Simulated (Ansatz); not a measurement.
**AlBH2 (triplet): correlated methods under varied settings at distance B1–H3 = 1.097 Å**

Aim: run AlBH2 (triplet) at one geometry under a spread of methods and options, and see what each costs and gives.

Method: the settings change from run to run; program: Ansatz 0.2.0, Gaussian basis.

16 further runs of the same task are left out: 1 for a mislabelled method, 12 that didn't finish, 3 set aside as unsound or not needed.

### 1 The geometry

The geometry derives from a PBE0/def2-TZVP stationary point (not a proven minimum). One bond is set to the value named and the two fragments are kept rigid.

4 atoms, charge 0, spin multiplicity 3.

Atoms are counted from 1 here; the program's logs count them from 0.

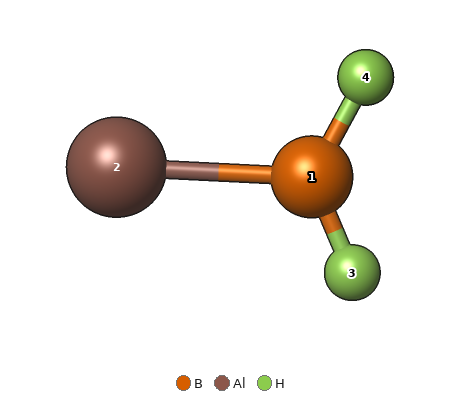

The structure; boron orange, aluminium brown, hydrogen green; atoms are numbered from 1 in the order of the file.

### 2 MP2 on UHF/6-31G

in.yaml

```yaml
crystal:
  periodic: [false, false, false]
  atoms:
    - {symbol: B, position_ang: [0.000000, 0.002242, 1.369962]}
    - {symbol: Al, position_ang: [0.000000, 0.002242, -0.688315]}
    - {symbol: H, position_ang: [0.000000, 0.991290, 1.844507]}
    - {symbol: H, position_ang: [0.000000, -1.075370, 1.887000]}
basis:
  gaussian: {orbitals: 6-31G, point_charges: [{charge: 0.50, position_ang: [4.566, -0.762, 0.003]}]}
magnetization: {spin_polarized: true, initial_magnetization: 2}
correlation: {method: mp2, electrons: all}
scf: {lower_state_search: off}
output: {forces: true}
```

Command:

```sh
ansatz run in.yaml --threads 1 --pin off --events-out ev --progress --plain --max-ram 2393MiB
```

The log of the run:

```text
Functional definition: HF
  name "HF"
  cite "Fock, Z. Phys. 61, 126 (1930) doi:10.1007/BF01340294"
  parent pbe
  exchange = exact_x
  correlation = 0
these checks for a lower state are left out or cut short: starts, cluster_reference, orbital_swaps, neighbouring_geometries, increment
328 factors; integrals over basis functions are off by at most 2.5e-4 eV
mean field evaluation 1: about -7281.5535 eV, gradient 9.6e0 eV
mean field evaluation 2: about -7281.5539 eV, gradient 9.6e0 eV
mean field evaluation 4: about -7282.6825 eV, gradient 1.4e0 eV
mean field evaluation 8: about -7282.8178 eV, gradient 2.1e-1 eV
mean field evaluation 16: about -7282.8260 eV, gradient 2.4e-6 eV
mean field -7282.82604352 eV, -267.6389206227 hartree, gradient 2.4e-6 eV, S^2 2.013329; 0 other end points of the search recorded, 0 dependent functions left out
reference -7282.82604352 eV, -267.6389206227 hartree; 11, 9 occupied and 15, 17 virtual orbitals, 328 factors
second order -2.12729276 eV of doubles, -0.00000000 eV of singles
the calculation of the forces begins
Total energy: -7284.95333628 eV, -267.7170971897 hartree
Atom 0 at     0.000000     0.002242     1.369962 Å, force     0.099047    -2.781528    -1.134211 eV/Å
Atom 1 at     0.000000     0.002242    -0.688315 Å, force    -0.043154    -0.029217    -0.480689 eV/Å
Atom 2 at     0.000000     0.991290     1.844507 Å, force    -0.008122     2.826826     1.505546 eV/Å
Atom 3 at     0.000000    -1.075370     1.887000 Å, force    -0.022074    -0.023833     0.085551 eV/Å
Dipole moment:    -0.128585     0.036665    -0.383965 e Å
Checks for a lower state left out: starts, cluster_reference, orbital_swaps, neighbouring_geometries, increment
```

Wall time 0.33 s (1 thread of Arm Neoverse V1, shared host).

From the report: ⟨S²⟩ of the determinant 2.013 (pure triplet: 2.00).

### 3 BCCD on ROHF/cc-pVDZ

in.yaml

```yaml
crystal:
  periodic: [false, false, false]
  atoms:
    - {symbol: B, position_ang: [0.000000, 0.002242, 1.369962]}
    - {symbol: Al, position_ang: [0.000000, 0.002242, -0.688315]}
    - {symbol: H, position_ang: [0.000000, 0.991290, 1.844507]}
    - {symbol: H, position_ang: [0.000000, -1.075370, 1.887000]}
basis:
  gaussian: {orbitals: cc-pVDZ}
magnetization: {spin_polarized: false, initial_magnetization: 2}
correlation: {method: bccd, electrons: outside_noble_gas}
output: {forces: true}
```

The command is unchanged.

The log of the run, cut to the lines that bear on the results:

```text
Functional definition: HF
  name "HF"
  cite "Fock, Z. Phys. 61, 126 (1930) doi:10.1007/BF01340294"
  parent pbe
[...]
399 factors; integrals over basis functions are off by at most 9.9e-4 eV
[...]
mean field -7283.54101624 eV, -267.6651953854 hartree, gradient 2.1e-6 eV, S^2 2.000000; 11 other end points of the search recorded, 0 dependent functions left out
[...]
determinant -7283.54101624 eV, -267.6651953854 hartree, with singles and doubles -7287.83701639 eV, -267.8230704789 hartree
determinant -7282.63812520 eV, -267.6320147516 hartree, with singles and doubles -7286.43778148 eV, -267.7716495446 hartree
determinant -7280.90572898 eV, -267.5683503649 hartree, with singles and doubles -7285.45890359 eV, -267.7356764457 hartree
determinant -7280.33333473 eV, -267.5473152643 hartree, with singles and doubles -7284.98282297 eV, -267.7181808054 hartree
6 core orbitals not correlated: weight in the atoms' cores, before any rotation towards them, 1.000 or more for the frozen orbitals, at most 0.000 for the correlated occupied ones
reference -7283.54101624 eV, -267.6651953854 hartree; 5, 3 occupied and 31, 33 virtual orbitals, 399 factors
second order -3.39341315 eV of doubles, -0.05886988 eV of singles
cycle   1  -4.31045544 eV  change   -1.4e-2 eV  update   1.2e-2
[...]
cycle  13  -4.30732602 eV  change    1.2e-8 eV  update   2.9e-7
[...]
Total energy: -7287.84834226 eV, -267.8234866971 hartree
Atom 0 at     0.000000     0.002242     1.369962 Å, force     0.000000    -2.850119    -1.274967 eV/Å
Atom 1 at     0.000000     0.002242    -0.688315 Å, force     0.000000    -0.026745    -0.419519 eV/Å
Atom 2 at     0.000000     0.991290     1.844507 Å, force    -0.000000     3.175952     1.564621 eV/Å
Atom 3 at     0.000000    -1.075370     1.887000 Å, force    -0.000000    -0.299088     0.129866 eV/Å
Dipole moment:    -0.000000     0.015020    -0.378881 e Å
```

Run time: 3.6 s. Hardware: 1 thread of Arm Neoverse V1, shared host.

From the report: correlation -4.3073 eV; largest double amplitude 0.10.

### 4 CISD/6-31G

Changes to in.yaml since step 3:

```diff
@@ -8,5 +8,5 @@
 basis:
-  gaussian: {orbitals: cc-pVDZ}
+  gaussian: {orbitals: 6-31G}
 magnetization: {spin_polarized: false, initial_magnetization: 2}
-correlation: {method: bccd, electrons: outside_noble_gas}
-output: {forces: true}
+correlation: {active_space: {ras: {orbitals: [3, 2, 15], electrons: 8, max_holes: 2, max_particles: 2}, fixed_orbitals: true}}
+accuracy: high
```

The command is unchanged.

The log of the run:

```text
Functional definition: HF
  name "HF"
  cite "Fock, Z. Phys. 61, 126 (1930) doi:10.1007/BF01340294"
  parent pbe
  exchange = exact_x
  correlation = 0
596 factors; integrals over basis functions are off by at most 3.6e-9 eV
mean field evaluation 1: about -7281.7124 eV, gradient 1.0e1 eV
mean field evaluation 2: about -7281.7121 eV, gradient 1.0e1 eV
mean field evaluation 4: about -7282.5590 eV, gradient 1.6e0 eV
mean field evaluation 8: about -7282.7060 eV, gradient 2.4e-1 eV
mean field evaluation 16: about -7282.7085 eV, gradient 2.8e-8 eV
mean field evaluation 32: about -7282.2209 eV, gradient 1.1e0 eV
mean field -7282.70848382 eV, -267.6346003832 hartree, gradient 2.8e-8 eV, S^2 2.000000; 7 other end points of the search recorded, 0 dependent functions left out
reference -7282.70848382 eV, -267.6346003832 hartree; 11, 9 occupied and 15, 17 virtual orbitals, 596 factors
state -7285.32509611 eV, -267.7307591113 hartree
Total energy: -7285.32509611 eV, -267.7307591113 hartree
```

Run time: 0.72 s. Hardware: 1 thread of Arm Neoverse V1, shared host.

From the report: 10,172 determinants.

### 5 NEVPT4(SD)(2,3)/6-31G

Changes to in.yaml since step 4:

```diff
@@ -10,3 +10,2 @@
 magnetization: {spin_polarized: false, initial_magnetization: 2}
-correlation: {active_space: {ras: {orbitals: [3, 2, 15], electrons: 8, max_holes: 2, max_particles: 2}, fixed_orbitals: true}}
-accuracy: high
+correlation: {method: fic_nevpt4_sd, electrons: outside_noble_gas, active_space: {window: {electrons: 2, orbitals: 3}, states: [{multiplicity: 3, weights: [0.5, 1]}]}}
```

The command is unchanged.

The log of the run, cut to the lines that bear on the results:

```text
Functional definition: HF
  name "HF"
  cite "Fock, Z. Phys. 61, 126 (1930) doi:10.1007/BF01340294"
  parent pbe
[...]
560 factors; integrals over basis functions are off by at most 2.6e-7 eV
[...]
mean field -7282.70848378 eV, -267.6346003818 hartree, gradient 2.4e-6 eV, S^2 2.000000; 7 other end points of the search recorded, 0 dependent functions left out
reference -7282.70848378 eV, -267.6346003818 hartree; 11, 9 occupied and 15, 17 virtual orbitals, 560 factors
state -7282.64774369 eV, -267.6323682247 hartree
state -7281.75006422 eV, -267.5993791126 hartree
state -7282.64774369 eV, -267.6323682247 hartree; corrected -7285.24913746 eV, -267.7279676824 hartree
state -7281.75006422 eV, -267.5993791126 hartree; corrected -7284.01717391 eV, -267.6826938572 hartree
Total energy: -7284.42782843 eV, -267.6977851323 hartree
```

Wall time 0.69 s (1 thread of Arm Neoverse V1, shared host).

From the report: 4 determinants; active occupations (of the averaged states) 1.00, 0.67, 0.33.

### 6 CCSD(T)/cc-pVDZ

in.yaml

```yaml
crystal:
  periodic: [false, false, false]
  atoms:
    - {symbol: B, position_ang: [0.000000, 0.002242, 1.369962]}
    - {symbol: Al, position_ang: [0.000000, 0.002242, -0.688315]}
    - {symbol: H, position_ang: [0.000000, 0.991290, 1.844507]}
    - {symbol: H, position_ang: [0.000000, -1.075370, 1.887000]}
basis:
  gaussian: {orbitals: cc-pVDZ}
magnetization: {spin_polarized: false, initial_magnetization: 2}
hamiltonian: {xc: {name: PBE}}
correlation: {method: ccsd_t, electrons: outside_noble_gas}
scf: {omitted_lower_state_checks: [cluster_reference]}
```

Launched as before.

The log of the run, cut to the lines that bear on the results:

```text
Functional definition: PBE
  name "PBE"
  cite "Perdew, Burke & Ernzerhof, Phys. Rev. Lett. 77, 3865 (1996) doi:10.1103/PhysRevLett.77.3865"
  parent pbe
[...]
399 factors; integrals over basis functions are off by at most 9.9e-4 eV
[...]
mean field -7297.57585351 eV, -268.1809661420 hartree, gradient 1.1e-6 eV, S^2 2.000000; 5 other end points of the search recorded, 0 dependent functions left out
6 core orbitals not correlated: weight in the atoms' cores, before any rotation towards them, 1.000 or more for the frozen orbitals, at most 0.000 for the correlated occupied ones
reference -7283.20596173 eV, -267.6528823594 hartree; 5, 3 occupied and 31, 33 virtual orbitals, 399 factors
second order -3.62533571 eV of doubles, -0.24779723 eV of singles
cycle   1  -4.34374709 eV  change   -4.7e-1 eV  update   6.2e-2
[...]
cycle  10  -4.54638463 eV  change    1.2e-6 eV  update   8.1e-6
perturbative correction -0.15894035 eV, -0.0058409503 hartree
Total energy: -7287.91128672 eV, -267.8257998632 hartree
Checks for a lower state left out: cluster_reference
```

It took 3.5 s on 1 thread of Arm Neoverse V1, shared host.

From the report: correlation -4.7053 eV; T1 0.026; largest double amplitude 0.10. The orbitals are Kohn-Sham ones, so correlation energy and T1 don't compare with those on Hartree-Fock orbitals.

### 7 BCCD/STO-3G

Changes to in.yaml since step 6:

```diff
@@ -8,6 +8,6 @@
 basis:
-  gaussian: {orbitals: cc-pVDZ}
+  gaussian: {orbitals: STO-3G}
 magnetization: {spin_polarized: false, initial_magnetization: 2}
-hamiltonian: {xc: {name: PBE}}
-correlation: {method: ccsd_t, electrons: outside_noble_gas}
-scf: {omitted_lower_state_checks: [cluster_reference]}
+hamiltonian: {xc: {name: r2SCAN}}
+correlation: {method: bccd, electrons: outside_noble_gas}
+output: {forces: true}
```

Launched as before.

The log of the run, cut to the lines that bear on the results:

```text
Functional definition: r2SCAN
  name "r2SCAN"
  cite "Furness, Kaplan, Ning, Perdew & Sun, J. Phys. Chem. Lett. 11, 8208 (2020) doi:10.1021/acs.jpclett.0c02405"
  cite "Furness, Kaplan, Ning, Perdew & Sun, J. Phys. Chem. Lett. 11, 9248 (2020) doi:10.1021/acs.jpclett.0c03077"
  parent r2scan
[...]
181 factors; integrals over basis functions are off by at most 1.2e-4 eV
[...]
mean field -7211.86396471 eV, -265.0311123260 hartree, gradient 1.2e-6 eV, S^2 2.000000; 2 other end points of the search recorded, 0 dependent functions left out
[...]
6 core orbitals not correlated: weight in the atoms' cores, before any rotation towards them, 0.999 or more for the frozen orbitals, at most 0.000 for the correlated occupied ones
reference -7194.30479297 eV, -264.3858246666 hartree; 5, 3 occupied and 5, 7 virtual orbitals, 181 factors
second order -1.63255085 eV of doubles, -0.17900503 eV of singles
cycle   1  -2.24785768 eV  change   -4.3e-1 eV  update   6.3e-2
[...]
cycle  12  -2.49559825 eV  change   -2.2e-7 eV  update   8.0e-7
[...]
Total energy: -7196.80039121 eV, -264.4775362106 hartree
Atom 0 at     0.000000     0.002242     1.369962 Å, force    -0.000000    -3.055022    -2.685486 eV/Å
Atom 1 at     0.000000     0.002242    -0.688315 Å, force     0.000000    -0.023218     1.562275 eV/Å
Atom 2 at     0.000000     0.991290     1.844507 Å, force     0.000000     2.506837     1.327369 eV/Å
Atom 3 at     0.000000    -1.075370     1.887000 Å, force    -0.000000     0.571404    -0.204158 eV/Å
Dipole moment:     0.000000     0.011369    -1.038639 e Å
```

Wall time 3.2 s (1 thread of Arm Neoverse V1, shared host).

From the report: correlation -2.4956 eV; largest double amplitude 0.13.

### 8 CCSD on ROHF/def2-SVP

Changes to in.yaml since step 7:

```diff
@@ -8,6 +8,4 @@
 basis:
-  gaussian: {orbitals: STO-3G}
+  gaussian: {orbitals: def2-SVP}
 magnetization: {spin_polarized: false, initial_magnetization: 2}
-hamiltonian: {xc: {name: r2SCAN}}
-correlation: {method: bccd, electrons: outside_noble_gas}
-output: {forces: true}
+correlation: {method: ccsd, electrons: all}
```

Same command.

The log of the run, cut to the lines that bear on the results:

```text
Functional definition: HF
  name "HF"
  cite "Fock, Z. Phys. 61, 126 (1930) doi:10.1007/BF01340294"
  parent pbe
[...]
406 factors; integrals over basis functions are off by at most 1.4e-3 eV
[...]
mean field -7280.75498474 eV, -267.5628106162 hartree, gradient 2.6e-6 eV, S^2 2.000000; 11 other end points of the search recorded, 0 dependent functions left out
[...]
determinant -7280.75498474 eV, -267.5628106162 hartree, with singles and doubles -7285.27038505 eV, -267.7287485171 hartree
determinant -7279.86118190 eV, -267.5299639676 hartree, with singles and doubles -7283.86994572 eV, -267.6772833209 hartree
determinant -7278.09802323 eV, -267.4651690817 hartree, with singles and doubles -7282.87380116 eV, -267.6406756834 hartree
determinant -7277.53604558 eV, -267.4445167841 hartree, with singles and doubles -7282.42401564 eV, -267.6241463705 hartree
reference -7280.75498474 eV, -267.5628106162 hartree; 11, 9 occupied and 31, 33 virtual orbitals, 406 factors
second order -3.63764879 eV of doubles, -0.04931519 eV of singles
cycle   1  -4.51605790 eV  change   -6.6e-4 eV  update   1.4e-3
[...]
cycle   7  -4.51643844 eV  change   -1.6e-5 eV  update   1.0e-5
Total energy: -7285.27142318 eV, -267.7287866675 hartree
```

It took 4.2 s on 1 thread of Arm Neoverse V1, shared host.

From the report: correlation -4.5164 eV; T1 0.032; largest double amplitude 0.11.

### 9 NEVPT2(4,7)/6-31G

Changes to in.yaml since step 8:

```diff
@@ -8,4 +8,5 @@
 basis:
-  gaussian: {orbitals: def2-SVP}
+  gaussian: {orbitals: 6-31G}
 magnetization: {spin_polarized: false, initial_magnetization: 2}
-correlation: {method: ccsd, electrons: all}
+correlation: {method: sc_nevpt2, electrons: all, active_space: {window: {electrons: 4, orbitals: 7}}}
+output: {forces: true}
```

Launched as before.

The log of the run, cut to the lines that bear on the results:

```text
Functional definition: HF
  name "HF"
  cite "Fock, Z. Phys. 61, 126 (1930) doi:10.1007/BF01340294"
  parent pbe
[...]
328 factors; integrals over basis functions are off by at most 2.5e-4 eV
[...]
mean field -7282.70843582 eV, -267.6345986194 hartree, gradient 9.9e-6 eV, S^2 2.000000; 7 other end points of the search recorded, 0 dependent functions left out
reference -7282.70843582 eV, -267.6345986194 hartree; 11, 9 occupied and 15, 17 virtual orbitals, 328 factors
state -7283.69458660 eV, -267.6708389920 hartree
state -7283.69458660 eV, -267.6708389920 hartree; corrected -7285.25900301 eV, -267.7283302347 hartree
[...]
WARN: the results are in doubt because close orbitals or states may skew the forces
Total energy: -7285.25900301 eV, -267.7283302347 hartree
Atom 0 at     0.000000     0.002242     1.369962 Å, force     0.000000    -2.781857    -0.895333 eV/Å
Atom 1 at     0.000000     0.002242    -0.688315 Å, force     0.000000    -0.032849    -0.685359 eV/Å
Atom 2 at     0.000000     0.991290     1.844507 Å, force    -0.000000     2.803685     1.503469 eV/Å
Atom 3 at     0.000000    -1.075370     1.887000 Å, force    -0.000000     0.011021     0.077223 eV/Å
Dipole moment:    -0.000000     0.017790    -0.371905 e Å
In doubt: close orbitals or states may skew the forces
```

Wall time 1.3 s (1 thread of Arm Neoverse V1, shared host).

From the report: 220 determinants; active occupations 1.93, 1.00, 0.98, 0.03, 0.03, 0.02, 0.00. Mind the lines of doubt at the end of the log.

### 10 BCCD on UHF/6-31G*

in.yaml

```yaml
crystal:
  periodic: [false, false, false]
  atoms:
    - {symbol: B, position_ang: [0.000000, 0.002242, 1.369962]}
    - {symbol: Al, position_ang: [0.000000, 0.002242, -0.688315]}
    - {symbol: H, position_ang: [0.000000, 0.991290, 1.844507]}
    - {symbol: H, position_ang: [0.000000, -1.075370, 1.887000]}
basis:
  gaussian: {orbitals: "6-31G*"}
magnetization: {spin_polarized: true, initial_magnetization: 2}
correlation: {method: bccd, electrons: all, diis_vectors: 12}
accuracy: high
```

The command is unchanged.

The log of the run, cut to the lines that bear on the results:

```text
Functional definition: HF
  name "HF"
  cite "Fock, Z. Phys. 61, 126 (1930) doi:10.1007/BF01340294"
  parent pbe
[...]
751 factors; integrals over basis functions are off by at most 3.5e-9 eV
[...]
mean field -7283.20706003 eV, -267.6529227211 hartree, gradient 7.4e-8 eV, S^2 2.022201; 12 other end points of the search recorded, 0 dependent functions left out
determinant -7283.20706003 eV, -267.6529227211 hartree, with singles and doubles -7287.32142691 eV, -267.8041229150 hartree
determinant -7282.25534149 eV, -267.6179477098 hartree, with singles and doubles -7285.92119964 eV, -267.7526655121 hartree
determinant -7280.95648568 eV, -267.5702156392 hartree, with singles and doubles -7284.85488285 eV, -267.7134790928 hartree
determinant -7279.86596432 eV, -267.5301397185 hartree, with singles and doubles -7284.36472879 eV, -267.6954662634 hartree
determinant -7279.74768278 eV, -267.5257929520 hartree, with singles and doubles -7283.71904724 eV, -267.6717379041 hartree
reference -7283.20706003 eV, -267.6529227211 hartree; 11, 9 occupied and 27, 29 virtual orbitals, 751 factors
second order -3.36227367 eV of doubles, -0.00000000 eV of singles
cycle   1  -4.11008943 eV  change    4.3e-3 eV  update   7.0e-3
[...]
cycle  21  -4.10936955 eV  change   3.9e-10 eV  update   1.6e-9
Total energy: -7287.31642958 eV, -267.8039392666 hartree
```

Wall time 8.5 s (1 thread of Arm Neoverse V1, shared host).

From the report: ⟨S²⟩ of the determinant 2.022 (pure triplet: 2.00); correlation -4.1094 eV; largest double amplitude 0.11.

### 11 The runs in one table

Where basis and cores are those of an earlier FCI/6-31G run (-7285.5871 eV), and the state is the same kind, the miss against it is given. † marks a result that the program doubts.

| level | correlated | functions | energy (eV) | from FCI (meV) | time |
| --- | --- | --- | --- | --- | --- |
| MP2 on UHF/6-31G (beside a point charge) | all | 26 | -7284.9533 |  | 0.33 s |
| BCCD on ROHF/cc-pVDZ | outside noble gas | 42 | -7287.8483 |  | 3.6 s |
| CISD/6-31G | outside noble gas | 26 | -7285.3251 | 262.0 | 0.72 s |
| NEVPT4(SD)(2,3)/6-31G (mean of several states) | outside noble gas | 26 | -7284.4278 |  | 0.69 s |
| CCSD(T)/cc-pVDZ (on PBE orbitals) | outside noble gas | 42 | -7287.9113 |  | 3.5 s |
| BCCD/STO-3G (on r2SCAN orbitals) | outside noble gas | 16 | -7196.8004 |  | 3.2 s |
| CCSD on ROHF/def2-SVP | all | 42 | -7285.2714 |  | 4.2 s |
| NEVPT2(4,7)/6-31G † | all | 26 | -7285.2590 |  | 1.3 s |
| BCCD on UHF/6-31G* | all | 38 | -7287.3164 |  | 8.5 s |

### 12 Summary of results

```
quantity                                             value
    runs                                                 9
quickest  MP2 on UHF/6-31G (beside a point charge), 0.33 s
 slowest                         BCCD on UHF/6-31G*, 8.5 s
```

What this shows: Total energies in different bases, with other cores or another treatment of relativity can't be set against each other. BCCD on UHF/6-31G* took 26 times as long as MP2 on UHF/6-31G (beside a point charge); the jobs differ in more than the method.
